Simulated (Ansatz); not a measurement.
SnO, response to strain

Base system: SnO (space group P4/nmm, No. 129; a = 3.7675 Å, c = 4.5572 Å; layered, stacked along the Cartesian z axis; relaxed with 0.1 eV smearing).

Strains are applied to the cell and any free atomic positions relax.

Calculations: DFT with PBEsol-D3(BJ), PAW potentials and a 420 eV plane-wave cutoff in Ansatz (a quantum-chemistry and plane-wave program), spin-orbit coupling left out, earlier PAW set.

Notes on the quantities. pressure: mean of the normal stresses, compression positive.

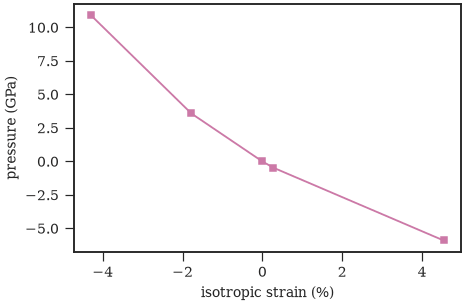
*Pressure against isotropic strain*

```csv
isotropic strain (%),pressure
-4.29,10.9 GPa
-1.78,3.6 GPa
0.27,-0.5 GPa
4.54,-5.9 GPa
```

Whether these cells are dynamically stable was not tested. All final runs are without spin polarisation.
